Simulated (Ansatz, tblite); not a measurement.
# BEt2(CN) (C5H10BN): rung by rung, part 2 of 2

How do method and basis change the picture of BEt2(CN) (C5H10BN) (singlet)?

Ansatz 0.2.0, Gaussian basis; as each input shows. Earlier steps stand in the parts before.

### Step 15. CCSD(T)/def2-SVP

Input file in.yaml:

```yaml
crystal:
  periodic: [false, false, false]
  atoms:
    - {symbol: B, position_ang: [-0.054175, -0.095219, -0.004924]}
    - {symbol: C, position_ang: [1.426334, -0.077601, 0.517653]}
    - {symbol: C, position_ang: [1.934082, -1.250398, 1.363662]}
    - {symbol: H, position_ang: [1.649279, 0.905600, 0.988977]}
    - {symbol: H, position_ang: [1.995383, -0.031689, -0.449867]}
    - {symbol: H, position_ang: [3.021370, -1.176786, 1.567136]}
    - {symbol: H, position_ang: [1.416728, -1.290465, 2.344150]}
    - {symbol: H, position_ang: [1.749044, -2.222401, 0.862997]}
    - {symbol: C, position_ang: [-0.837576, 1.213288, -0.378649]}
    - {symbol: C, position_ang: [-1.984527, 1.131629, -1.392329]}
    - {symbol: H, position_ang: [-0.122315, 2.029724, -0.622450]}
    - {symbol: H, position_ang: [-1.240764, 1.514439, 0.625653]}
    - {symbol: H, position_ang: [-2.537832, 2.088936, -1.472749]}
    - {symbol: H, position_ang: [-1.606249, 0.883526, -2.405083]}
    - {symbol: H, position_ang: [-2.713202, 0.342040, -1.118541]}
    - {symbol: C, position_ang: [-0.775690, -1.464361, -0.156542]}
    - {symbol: N, position_ang: [-1.319889, -2.500273, -0.269095]}
basis:
  gaussian: {orbitals: def2-SVP, initial_orbitals: start.molden}
correlation: {method: ccsd_t}
scf: {omitted_lower_state_checks: [starts]}
output: {orbitals: {seedname: orbitals}}
```

The run is started by

```console
$ ansatz run in.yaml --threads 4 --pin off --events-out ev --progress --plain --max-ram 4787MiB
```

The log of the run:

```text
Functional definition: HF
  name "HF"
  cite "Fock, Z. Phys. 61, 126 (1930) doi:10.1007/BF01340294"
  parent pbe
  exchange = exact_x
  correlation = 0
these checks for a lower state are left out or cut short: starts
1540 factors; integrals over basis functions are off by at most 1.1e-3 eV
mean field evaluation 1: about -7457.7738 eV, gradient 2.2e1 eV
mean field evaluation 2: about -7458.6141 eV, gradient 7.2e-1 eV
mean field evaluation 4: about -7458.7979 eV, gradient 4.0e-3 eV
mean field evaluation 8: about -7458.7980 eV, gradient 5.9e-7 eV
mean field -7458.79795042 eV, -274.1057689231 hartree, gradient 6.3e-7 eV, S^2 0.000000; 0 other end points of the search recorded, 0 dependent functions left out
7 core orbitals not correlated: weight in the atoms' cores, before any rotation towards them, 1.000 or more for the frozen orbitals, at most 0.000 for the correlated occupied ones
reference -7458.79795042 eV, -274.1057689231 hartree; 19, 19 occupied and 122, 122 virtual orbitals, 1540 factors
second order -25.46618156 eV of doubles, -0.00000000 eV of singles
cycle   1  -26.39323625 eV  change   -9.3e-1 eV  update   1.2e-1
cycle   2  -27.15749187 eV  change   -7.6e-1 eV  update   3.6e-2
cycle   3  -27.32757422 eV  change   -1.7e-1 eV  update   1.6e-2
cycle   4  -27.33280262 eV  change   -5.2e-3 eV  update   4.6e-3
cycle   5  -27.33649019 eV  change   -3.7e-3 eV  update   1.8e-3
cycle   6  -27.33628062 eV  change    2.1e-4 eV  update   5.6e-4
cycle   7  -27.33630430 eV  change   -2.4e-5 eV  update   1.7e-4
cycle   8  -27.33635964 eV  change   -5.5e-5 eV  update   6.7e-5
cycle   9  -27.33631837 eV  change    4.1e-5 eV  update   2.6e-5
cycle  10  -27.33630133 eV  change    1.7e-5 eV  update   9.3e-6
perturbative correction -0.96294286 eV, -0.0353874975 hartree
Total energy: -7487.09719461 eV, -275.1457469651 hartree
Checks for a lower state left out: starts
```

Wall time 35 s (4 threads of Intel Xeon at 2.70GHz, shared host); peak memory 1.4 GiB.

From the report: Hartree-Fock HOMO -12.01 eV, LUMO 1.68 eV; T1 0.011.

### Step 16. MP2/def2-TZVP

in.yaml: that of step 15 with these lines changed.

```diff
@@ -21,4 +21,4 @@
 basis:
-  gaussian: {orbitals: def2-SVP, initial_orbitals: start.molden}
-correlation: {method: ccsd_t}
+  gaussian: {orbitals: def2-TZVP, initial_orbitals: start.molden}
+correlation: {method: mp2}
 scf: {omitted_lower_state_checks: [starts]}
```

Same command.

The log of the run:

```text
Functional definition: HF
  name "HF"
  cite "Fock, Z. Phys. 61, 126 (1930) doi:10.1007/BF01340294"
  parent pbe
  exchange = exact_x
  correlation = 0
these checks for a lower state are left out or cut short: starts
1876 factors; integrals over basis functions are off by at most 1.3e-3 eV
mean field evaluation 1: about -7465.6967 eV, gradient 2.8e1 eV
mean field evaluation 2: about -7466.6091 eV, gradient 8.8e-1 eV
mean field evaluation 4: about -7466.9231 eV, gradient 8.0e-3 eV
mean field evaluation 8: about -7466.9231 eV, gradient 1.9e-6 eV
mean field -7466.92314162 eV, -274.4043641922 hartree, gradient 3.1e-6 eV, S^2 0.000000; 0 other end points of the search recorded, 0 dependent functions left out
7 core orbitals not correlated: weight in the atoms' cores, before any rotation towards them, 1.000 or more for the frozen orbitals, at most 0.000 for the correlated occupied ones
reference -7466.92314162 eV, -274.4043641922 hartree; 19, 19 occupied and 251, 251 virtual orbitals, 1876 factors
second order -30.20314643 eV of doubles, -0.00000000 eV of singles
Total energy: -7497.12628805 eV, -275.5143093512 hartree
Checks for a lower state left out: starts
```

Run time: 7.5 s. Hardware: 4 threads of Intel Xeon at 2.70GHz, shared host.

Report: Hartree-Fock HOMO -11.96 eV, LUMO 1.59 eV.

### Step 17. RPA/def2-TZVP

in.yaml: that of step 16 with these lines changed.

```diff
@@ -22,4 +22,4 @@
   gaussian: {orbitals: def2-TZVP, initial_orbitals: start.molden}
-correlation: {method: mp2}
+hamiltonian: {xc: pbe}
+correlation: {method: rpa}
 scf: {omitted_lower_state_checks: [starts]}
-output: {orbitals: {seedname: orbitals}}
```

Same command.

The log of the run:

```text
Functional definition: PBE
  name "PBE"
  cite "Perdew, Burke & Ernzerhof, Phys. Rev. Lett. 77, 3865 (1996) doi:10.1103/PhysRevLett.77.3865"
  parent pbe
  parameter kappa = 0.804
  parameter beta = 0.06672455060314922
  exchange = pbe_x(kappa = kappa, mu = beta*pi^2/3)
  correlation = pbe_c(beta = beta)
these checks for a lower state are left out or cut short: starts
1876 factors; integrals over basis functions are off by at most 1.3e-3 eV
mean field evaluation 1: about -7506.7253 eV, gradient 1.0e1 eV
mean field evaluation 2: about -7506.8548 eV, gradient 1.4e-1 eV
mean field evaluation 4: about -7506.8433 eV, gradient 2.0e-4 eV
mean field -7506.84331945 eV, -275.8714036686 hartree, gradient 2.4e-6 eV, S^2 0.000000; 0 other end points of the search recorded, 0 dependent functions left out
7 core orbitals not correlated: weight in the atoms' cores, before any rotation towards them, 1.000 or more for the frozen orbitals, at most 0.000 for the correlated occupied ones
reference -7465.16459255 eV, -274.3397387058 hartree; 19, 19 occupied and 251, 251 virtual orbitals, 1876 factors
Total energy: -7514.91322478 eV, -276.1679672195 hartree
Checks for a lower state left out: starts
```

Wall time 11 s (4 threads of Intel Xeon at 2.70GHz, shared host).

### Step 18. Levels side by side

```csv
level,functions,HOMO (eV),LUMO (eV),gap (eV),time
HF/STO-3G,45,-10.27,5.28,15.54,0.35 s
LDA/def2-TZVP,277,-7.51,-3.37,4.14,2.7 s
PBE-D4/def2-SVP,148,-7.27,-2.96,4.32,1.7 s
PBE-D4/def2-TZVP,277,-7.39,-3.11,4.28,3.5 s
PBE-D4/def2-TZVPD,349,-7.40,-3.14,4.27,5 s
r2SCAN-D4/def2-TZVP,277,-7.66,-2.87,4.79,5.5 s
PBE0-D4/def2-SVP,148,-8.68,-2.05,6.63,2.1 s
PBE0-D4/def2-TZVP,277,-8.73,-2.16,6.58,5.5 s
PBE0-D4/def2-TZVPD,349,-8.74,-2.18,6.56,8 s
CAM-B3LYP-D4/def2-TZVP,277,-10.16,-1.03,9.13,6 s
LC-ωPBE/def2-TZVP,277,-11.51,0.15,11.65,6.5 s
LC-ωPBE/def2-TZVPD,349,-11.51,0.12,11.63,8.5 s
```

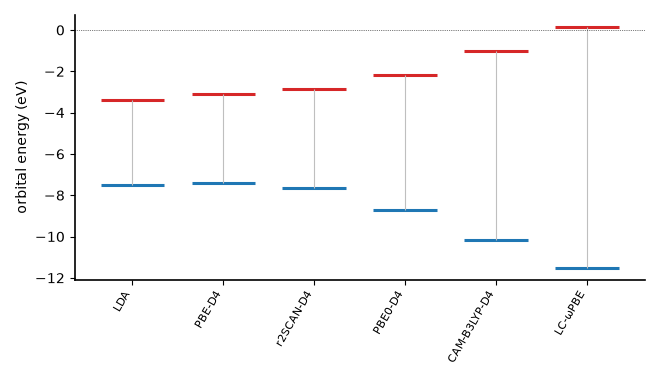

Highest filled (blue) and lowest empty (red) level in def2-TZVP.

Energy pieces by basis (eV):

```csv
basis,HF,MP2 correlation,CCSD correlation,(T),total
def2-SVP,-7458.7980,-25.4662,-27.3363,-0.9629,-7487.0972
def2-TZVP,-7466.9231,-30.2031,,,-7497.1263 (MP2)
```

### Step 19. Binding energy

Free atoms were run apart at each level; binding is atoms less cluster, divided by the number of atoms, without zero-point or spin-orbit terms.

Differences are taken before rounding.

```csv
method,binding an atom (eV),from CCSD(T)/def2-SVP (eV),time
HF/STO-3G,3.935,-0.221,0.35 s
HF/def2-SVP,3.281,-0.874,
HF/def2-TZVP,3.215,-0.940,
LDA/def2-TZVP,4.905,+0.750,2.7 s
PBE-D4/def2-SVP,4.468,+0.313,1.7 s
PBE-D4/def2-TZVP,4.427,+0.272,3.5 s
PBE-D4/def2-TZVPD,4.428,+0.273,5 s
r2SCAN-D4/def2-TZVP,4.327,+0.172,5.5 s
PBE0-D4/def2-SVP,4.399,+0.244,2.1 s
PBE0-D4/def2-TZVP,4.352,+0.197,5.5 s
PBE0-D4/def2-TZVPD,4.352,+0.197,8 s
CAM-B3LYP-D4/def2-TZVP,4.338,+0.183,6 s
LC-ωPBE/def2-TZVP,4.315,+0.160,6.5 s
LC-ωPBE/def2-TZVPD,4.316,+0.161,8.5 s
MP2/def2-SVP,4.209,+0.054,
MP2/def2-TZVP,4.241,+0.086,7.5 s
CCSD/def2-SVP,4.109,-0.046,
CCSD(T)/def2-SVP,4.155,0,35 s
```

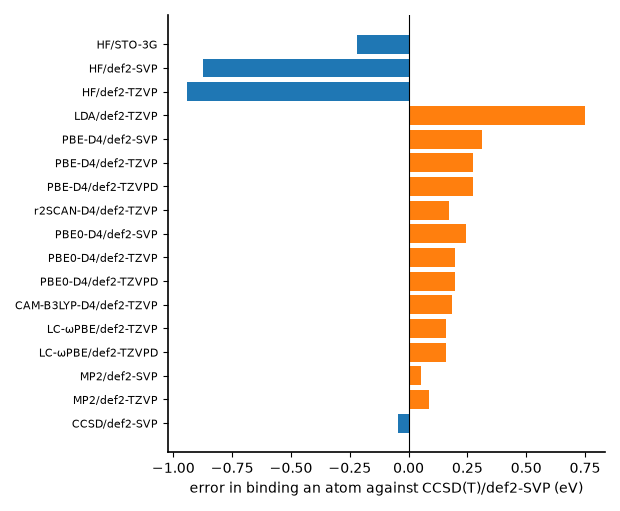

Error of each method against CCSD(T)/def2-SVP.

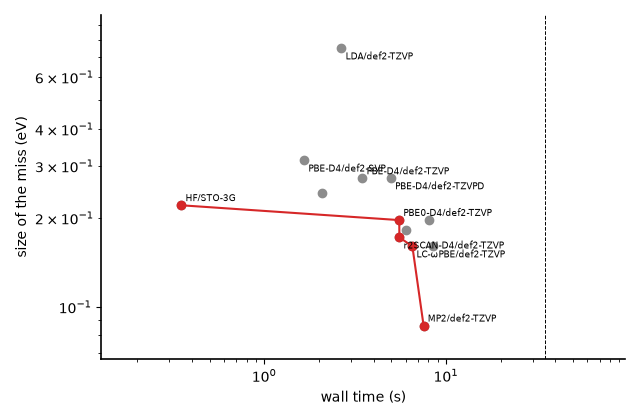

Miss against cost. Red marks the levels that no quicker level drawn beats (of those quicker than the yardstick), and the dashed line is the time of CCSD(T)/def2-SVP. Only those levels and the largest misses are named. Times are from a shared host.

### Step 20. Summary of results

The summary covers parts 1 to 2.

```
                                                 quantity                              value
gap in def2-TZVP, named functionals, smallest and largest  4.14 eV (LDA), 11.65 eV (LC-ωPBE)
                     correlation energy, CCSD(T)/def2-SVP                          -28.30 eV
                        correlation energy, MP2/def2-TZVP                          -30.20 eV
                        binding an atom, CCSD(T)/def2-SVP                           4.155 eV
          PBE0 total energy, smallest basis above largest     8.06 eV (def2-SVP, def2-TZVPD)
```

Orbital gaps of the named functionals in def2-TZVP span 4.14 eV (LDA) to 11.65 eV (LC-ωPBE); exact exchange widens it. A small miss in a minimal or small basis is a cancelling of errors, not accuracy. The functionals in def2-TZVP miss CCSD(T)/def2-SVP by +0.160 (LC-ωPBE) to +0.750 eV (LDA) an atom. The yardstick is in a double-zeta basis, so levels in larger sets aren't compared like for like. CCSD(T)/def2-SVP isn't at the basis-set limit; small misses against it rank nothing.

For cost: MP2/def2-TZVP gets within 0.086 eV in 7.5 s, where CCSD(T)/def2-SVP took 35 s; the quickest level in the cost chart, HF/STO-3G, takes 0.35 s and misses by 0.221 eV. The slowest run with a step of its own, CCSD(T)/def2-SVP, took 35 s; the quickest functional in def2-TZVP took 2.7 s (shared host).
